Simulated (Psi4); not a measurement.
# GeF2 (SMILES [F][Ge][F]) at r2SCAN/def2-SVP (Cholesky decomposition, cholesky tolerance 0.001, sweep point 6)

What is the vertical electron affinity of GeF2 at r2SCAN/def2-SVP (Cholesky decomposition, cholesky tolerance 0.001, sweep point 6)? The job is set up through a Python script.

The results are computed with Psi4 1.11.

2 further runs of the same task are left out: 2 for a known fault of the program.

## 1. The molecule

GeF2: 3 atoms, total charge 0, spin state singlet. SMILES: `[F][Ge][F]`. Geometry: relaxed at PBE0-D4/def2-TZVP.

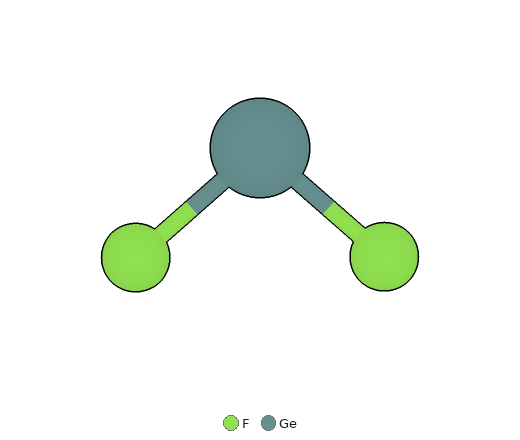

The structure, seen from a chosen angle (fluorine green, germanium teal).

## 2. A single-point energy at r2SCAN/def2-SVP (Cholesky decomposition, cholesky tolerance 0.001, sweep point 6)

The input, run.py:

```python
import psi4

psi4.set_memory(1600000000)
psi4.set_num_threads(1)
psi4.core.set_output_file('psi4.out', False)

mol = psi4.geometry("""
0 1
F     -0.675900    -1.101800    -0.497500
Ge     0.637500    -0.295200     0.320200
F      0.027600     1.332100     0.164100
units angstrom
symmetry c1
""")

psi4.set_options({
    'reference': 'rks',
    'puream': True,
    'scf_type': 'cd',
    'dft_radial_points': 99,
    'dft_spherical_points': 590,
    'cholesky_tolerance': 0.001,
})

e = psi4.energy('r2scan/def2-SVP', molecule=mol)
print('E =', round(e, 9))
for k, v in sorted(psi4.core.scalar_variables().items()):
    print(f'{k:45s} {v:18.10f}')
```

Launch:

```
$ python run.py
```

psi4.out:

```text
[...]
  Running in c1 symmetry.
[...]
  Nuclear repulsion =  191.062717603408373
[...]
  Multiplicity = 1
[...]
  Nalpha       = 25
  Nbeta        = 25
[...]
    Number of basis functions: 60
[...]
   @RKS iter   1: -2275.11941739216081   -2.42214e+00   3.86704e-02 ADIIS/DIIS
[...]
   @RKS iter   9: -2276.25382211249234   -5.06498e-09   6.64896e-07 DIIS
[...]
    Orbital Energies [Eh]
    ---------------------
    Doubly Occupied:
       1A   -398.162068     2A    -49.626607     3A    -44.128594
       4A    -44.126777     5A    -44.125957     6A    -24.473522
       7A    -24.473462     8A     -6.211117     9A     -4.368566
      10A     -4.363587    11A     -4.359657    12A     -1.192914
      13A     -1.187154    14A     -1.177037    15A     -1.174040
      16A     -1.170124    17A     -1.093202    18A     -1.062715
      19A     -0.507970    20A     -0.412556    21A     -0.385293
      22A     -0.383067    23A     -0.358843    24A     -0.345203
      25A     -0.288046
[...]
  @RKS Final Energy: -2276.25382211249234
   => Energetics <=
    Nuclear Repulsion Energy =            191.0627176034083732
    One-Electron Energy =               -3554.0239199413144888
    Two-Electron Energy =                1186.6445452827742884
    DFT Exchange-Correlation Energy =     -99.9371650573606018
    Empirical Dispersion Energy =           0.0000000000000000
    VV10 Nonlocal Energy =                  0.0000000000000000
    Total Energy =                      -2276.2538221124923439
[...]
 Multipole Moments:
 ------------------------------------------------------------------------------------
     Multipole            Electronic (a.u.)      Nuclear  (a.u.)        Total (a.u.)
 ------------------------------------------------------------------------------------
 L = 1.  Multiply by 2.5417464519 to convert [e a0] to [Debye]
 Dipole X            :          2.8825288           -2.0857990            0.7967298
 Dipole Y            :         -1.1038247            0.7983941           -0.3054305
 Dipole Z            :         -0.0000000            0.0000000           -0.0000000
 Magnitude           :                                                    0.8532679
[...]
```

On the terminal:

```text
E = -2276.253822112
CURRENT ENERGY                                  -2276.2538221125
CURRENT REFERENCE ENERGY                        -2276.2538221125
DD SOLVATION ENERGY                                 0.0000000000
DFT FUNCTIONAL TOTAL ENERGY                     -2276.2538221125
DFT TOTAL ENERGY                                -2276.2538221125
DFT VV10 ENERGY                                     0.0000000000
DFT XC ENERGY                                     -99.9371650574
GRID ELECTRONS ALPHA                               25.0000006413
GRID ELECTRONS BETA                                25.0000006413
GRID ELECTRONS TOTAL                               50.0000012827
NUCLEAR REPULSION ENERGY                          191.0627176034
ONE-ELECTRON ENERGY                             -3554.0239199413
PCM POLARIZATION ENERGY                             0.0000000000
PE ENERGY                                           0.0000000000
SCF ITERATION ENERGY                            -2276.2538221125
SCF ITERATIONS                                      9.0000000000
SCF TOTAL ENERGY                                -2276.2538221125
TWO-ELECTRON ENERGY                              1186.6445452828
XC GRID RADIAL POINTS                              99.0000000000
XC GRID SPHERICAL POINTS                          590.0000000000
XC GRID TOTAL POINTS                           167516.0000000000
```

Wall time 8.4 s (1 thread of Intel Xeon Platinum 8375C at 2.90GHz (Ice Lake), shared host); peak memory 0.8 GiB.

## 3. The doublet anion

The input, job.py:

```python
import psi4

psi4.set_memory(1600000000)
psi4.set_num_threads(1)
psi4.core.set_output_file('f2ge.out', False)

geom = psi4.geometry("""
-1 2
F     -0.675900    -1.101800    -0.497500
Ge     0.637500    -0.295200     0.320200
F      0.027600     1.332100     0.164100
symmetry c1
""")

options = {'basis': 'def2-SVP', 'reference': 'uks', 'puream': True, 'scf_type': 'cd', 'dft_radial_points': 99, 'dft_spherical_points': 590, 'cholesky_tolerance': 0.001, 'maxiter': 150}
psi4.set_options(options)

e, wfn = psi4.energy('r2scan', return_wfn=True)
print('E =', round(e, 9))
```

Launch:

```
$ python job.py
```

f2ge.out:

```text
[...]
  Running in c1 symmetry.
[...]
  Nuclear repulsion =  191.062717603408373
[...]
  Multiplicity = 2
[...]
  Nalpha       = 26
  Nbeta        = 25
[...]
    Number of basis functions: 60
[...]
   @UKS iter   1: -2274.90321511790216   -2.20594e+00   3.99319e-02 ADIIS/DIIS
[...]
   @UKS iter  10: -2276.25870504761269   -2.14459e-09   5.14485e-07 DIIS
[...]
   @S^2 Observed:                7.556455987E-01
[...]
    Orbital Energies [Eh]
    ---------------------
    Alpha Occupied:
       1A   -397.855327     2A    -49.320028     3A    -43.821205
       4A    -43.820997     5A    -43.820225     6A    -24.210506
       7A    -24.210446     8A     -5.904913     9A     -4.060349
      10A     -4.056654    11A     -4.056392    12A     -0.901067
      13A     -0.886824    14A     -0.869649    15A     -0.868669
      16A     -0.866796    17A     -0.827726    18A     -0.798100
      19A     -0.248833    20A     -0.158643    21A     -0.135258
      22A     -0.131498    23A     -0.107829    24A     -0.095910
      25A     -0.030844    26A      0.112301
    Alpha Virtual:
[...]
  @UKS Final Energy: -2276.25870504761269
   => Energetics <=
    Nuclear Repulsion Energy =            191.0627176034083732
    One-Electron Energy =               -3568.2236679730422111
    Two-Electron Energy =                1201.1488307674424050
    DFT Exchange-Correlation Energy =    -100.2465854454218288
    Empirical Dispersion Energy =           0.0000000000000000
    VV10 Nonlocal Energy =                  0.0000000000000000
    Total Energy =                      -2276.2587050476126933
[...]
 Multipole Moments:
 ------------------------------------------------------------------------------------
     Multipole            Electronic (a.u.)      Nuclear  (a.u.)        Total (a.u.)
 ------------------------------------------------------------------------------------
 L = 1.  Multiply by 2.5417464519 to convert [e a0] to [Debye]
 Dipole X            :          2.2219303           -2.0857990            0.1361313
 Dipole Y            :         -0.8511514            0.7983941           -0.0527572
 Dipole Z            :         -0.0000000            0.0000000           -0.0000000
 Magnitude           :                                                    0.1459968
[...]
```

On the terminal:

```text
E = -2276.258705048
```

Run time: 13 s. Hardware: 1 thread of Intel Xeon Platinum 8375C at 2.90GHz (Ice Lake), shared host; peak memory 0.81 GiB.

## 4. Summary of results

At r2SCAN/def2-SVP (Cholesky decomposition, cholesky tolerance 0.001, sweep point 6):

| quantity | value |
| --- | --- |
| singlet GeF2: total energy | -2276.25382 Eh |
| singlet GeF2: dipole moment | 2.17 D |
| singlet GeF2: HOMO energy | -7.84 eV |
| singlet GeF2: LUMO energy | -3.18 eV |
| singlet GeF2: HOMO–LUMO gap | 4.66 eV |
| doublet anion: total energy | -2276.25871 Eh |
| doublet anion: HOMO energy (highest over α and β) | 3.06 eV |
| doublet anion: LUMO energy (lowest over α and β) | 4.88 eV |
| doublet anion: ⟨S²⟩ | 0.756 |
| vertical electron affinity (to the doublet anion) | 0.133 eV |

**Reading.** At fixed nuclei the extra electron is bound by 0.13 eV (12.8 kJ/mol). The basis has no diffuse functions, so the error can be as large as this value. The HOMO (doublet anion) lies at positive energy, 3.06 eV, as semi-local functionals often give for anions; only total energies tell whether the electron is bound.
